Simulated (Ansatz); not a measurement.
**AlH3S (SMILES [AlH2][SH]) at r2SCAN/def2-TZVP**

Aim: the electronic atomisation energy of AlH3S at r2SCAN/def2-TZVP, from 4 runs. 

Program for the calculation: Ansatz 0.2.0.

48 further runs of the same task are left out: 48 set aside as unsound or not needed.

### 1 The system as given

The species is AlH3S (5 atoms), meant as a singlet with charge 0. SMILES: `[AlH2][SH]`. The coordinates come from a PBE0-D4/def2-TZVP relaxation.

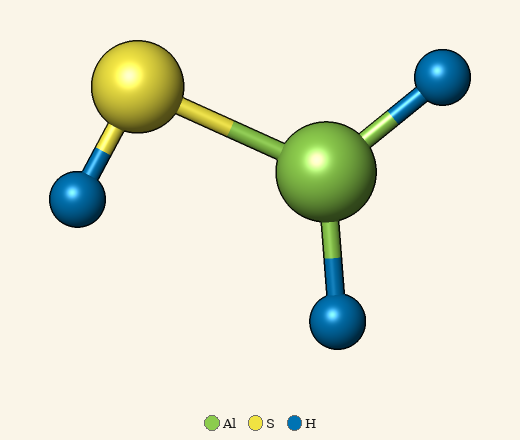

Viewed from a chosen angle; aluminium green, sulfur yellow, hydrogen blue.

### 2 A single-point energy at r2SCAN/def2-TZVP

job.yaml reads:

```yaml
crystal:
  periodic: [false, false, false]
  atoms:
    - symbol: Al
      position_ang: [-0.616100, -0.064200, -0.181700]
    - symbol: S
      position_ang: [1.129100, -0.343100, 1.096600]
    - symbol: H
      position_ang: [-1.981700, -0.650100, 0.351100]
    - symbol: H
      position_ang: [-0.441100, 0.696000, -1.556400]
    - symbol: H
      position_ang: [1.959700, 0.287800, 0.249000]
basis:
  gaussian: {orbitals: def2-TZVP}
hamiltonian: {xc: r2scan}
accuracy: high
output: {orbitals: {seedname: orbitals}}
```

Started as:

```
ansatz run job.yaml --threads 1 --pin off --max-ram 3480MiB --events-out events.jsonl --progress --plain --runs-dir runs
```

The program printed:

```text
Warning: RAYON_NUM_THREADS=1 ignored (pool sized by the plan → 1); use --threads N
Functional definition: r2SCAN
  name "r2SCAN"
  parameter k0 = 0.174
  parameter k1 = 0.065
  parameter a1 = 4.9479
  exchange = r2scan_x(k0 = k0, k1 = k1, a1 = a1)
  correlation = r2scan_c
1572 factors; integrals over basis functions are off by at most 3.5e-9 eV
mean field evaluation 1: about -17479.8069 eV, gradient 1.9e1 eV
mean field evaluation 2: about -17479.9744 eV, gradient 2.0e1 eV
mean field evaluation 4: about -17480.9352 eV, gradient 1.2e0 eV
mean field evaluation 8: about -17480.9283 eV, gradient 4.4e-2 eV
mean field evaluation 16: about -17480.9283 eV, gradient 6.5e-6 eV
mean field -17480.92833473 eV, -642.4122673027 hartree, gradient 6.5e-8 eV, S^2 0.000000; 0 other end points of the search recorded, 0 dependent functions left out
reference -17480.92833551 eV, -642.4122673313 hartree; 16, 16 occupied and 76, 76 virtual orbitals, 1572 factors
Total energy: -17480.92833551 eV, -642.4122673313 hartree
```

Wall time 10 s (1 thread of Arm Neoverse V1, shared host); peak memory 0.22 GiB.

### 3 The Al atom

molecule.yaml reads:

```yaml
basis:
  gaussian: {orbitals: def2-TZVP}
crystal:
  periodic: [false, false, false]
  atoms:
    - {symbol: Al, position_ang: [0.000000, 0.000000, 0.000000]}
hamiltonian: {xc: r2scan}
total_charge: 0
accuracy: high
magnetization: {spin_polarized: true, initial_magnetization: 1}
```

Started as:

```
ansatz run molecule.yaml --threads 1 --pin off --max-ram 3480MiB --events-out events.jsonl --progress --plain --runs-dir runs
```

The program printed:

```text
Warning: RAYON_NUM_THREADS=1 ignored (pool sized by the plan → 1); use --threads N
Functional definition: r2SCAN
  name "r2SCAN"
  parameter k0 = 0.174
  parameter k1 = 0.065
  parameter a1 = 4.9479
  exchange = r2scan_x(k0 = k0, k1 = k1, a1 = a1)
  correlation = r2scan_c
370 factors; integrals over basis functions are off by at most 3.5e-9 eV
mean field evaluation 1: about -6594.0828 eV, gradient 2.0e0 eV
mean field evaluation 2: about -6594.1511 eV, gradient 5.8e-1 eV
mean field evaluation 4: about -6594.1458 eV, gradient 5.8e-1 eV
mean field evaluation 8: about -6594.1503 eV, gradient 3.7e-3 eV
mean field evaluation 16: about -6594.1503 eV, gradient 8.6e-7 eV
mean field evaluation 32: about -6594.1503 eV, gradient 1.4e-8 eV
mean field evaluation 64: about -6594.1503 eV, gradient 1.2e-8 eV
mean field evaluation 96: about -6594.1503 eV, gradient 8.2e-4 eV
mean field -6594.15025634 eV, -242.3305522451 hartree, gradient 2.9e-8 eV, S^2 0.762158; 7 other end points of the search recorded, 0 dependent functions left out
reference -6594.15026097 eV, -242.3305524152 hartree; 7, 6 occupied and 30, 31 virtual orbitals, 370 factors
Total energy: -6594.15026097 eV, -242.3305524152 hartree
```

Wall time 12 s (1 thread of Arm Neoverse V1, shared host); peak memory 0.14 GiB.

### 4 The H atom at the same level

molecule.yaml reads:

```yaml
crystal:
  periodic: [false, false, false]
  atoms:
    - {symbol: H, position_ang: [0.000000, 0.000000, 0.000000]}
basis:
  gaussian:
    orbitals: def2-TZVP
magnetization:
  spin_polarized: true
  initial_magnetization: 1
hamiltonian:
  xc: {name: r2SCAN}
accuracy: high
```

Run the same way, it converges to -0.49993 Eh (log not shown).

### 5 The S atom, same level

input.yaml reads:

```yaml
basis:
  gaussian:
    orbitals: def2-TZVP
crystal:
  periodic: [false, false, false]
  atoms:
    - {symbol: S, position_ang: [0.000000, 0.000000, 0.000000]}
magnetization:
  spin_polarized: true
  initial_magnetization: 2
hamiltonian:
  xc: r2scan
accuracy: high
```

Started as:

```
ansatz run input.yaml --threads 1 --pin off --max-ram 3480MiB --events-out events.jsonl --progress --plain --runs-dir runs
```

The program printed:

```text
Warning: RAYON_NUM_THREADS=1 ignored (pool sized by the plan → 1); use --threads N
Functional definition: r2SCAN
  name "r2SCAN"
  parameter k0 = 0.174
  parameter k1 = 0.065
  parameter a1 = 4.9479
  exchange = r2scan_x(k0 = k0, k1 = k1, a1 = a1)
  correlation = r2scan_c
366 factors; integrals over basis functions are off by at most 2.7e-9 eV
mean field evaluation 1: about -10832.2478 eV, gradient 5.2e0 eV
mean field evaluation 2: about -10832.3878 eV, gradient 2.4e0 eV
mean field evaluation 4: about -10832.4108 eV, gradient 8.7e-2 eV
mean field evaluation 8: about -10832.4082 eV, gradient 4.9e-3 eV
mean field evaluation 16: about -10832.4082 eV, gradient 3.5e-8 eV
mean field evaluation 32: about -10832.4075 eV, gradient 2.4e-1 eV
mean field -10832.40819491 eV, -398.0836586931 hartree, gradient 2.9e-8 eV, S^2 2.006925; 4 other end points of the search recorded, 0 dependent functions left out
reference -10832.40819610 eV, -398.0836587367 hartree; 9, 7 occupied and 28, 30 virtual orbitals, 366 factors
Total energy: -10832.40819610 eV, -398.0836587367 hartree
```

It took 5.7 s on 1 thread of Arm Neoverse V1, shared host; peak memory 0.12 GiB.

### 6 What came out

At r2SCAN/def2-TZVP:

| quantity | value |
| --- | --- |
| molecule: total energy | -642.41227 Eh |
| molecule: HOMO energy | -6.97 eV |
| molecule: LUMO energy | -1.82 eV |
| molecule: HOMO–LUMO gap | 5.15 eV |
| Al atom: total energy | -242.33055 Eh |
| Al atom: ⟨S²⟩ | 0.762 |
| H atom: total energy | -0.49993 Eh |
| H atom: ⟨S²⟩ | 0.750 |
| S atom: total energy | -398.08366 Eh |
| S atom: ⟨S²⟩ | 2.007 |
| electronic atomisation energy | 13.559 eV |

What this shows: Taking the molecule apart into free atoms costs 13.56 eV (1308 kJ/mol), before zero-point energy and without spin-orbit coupling.
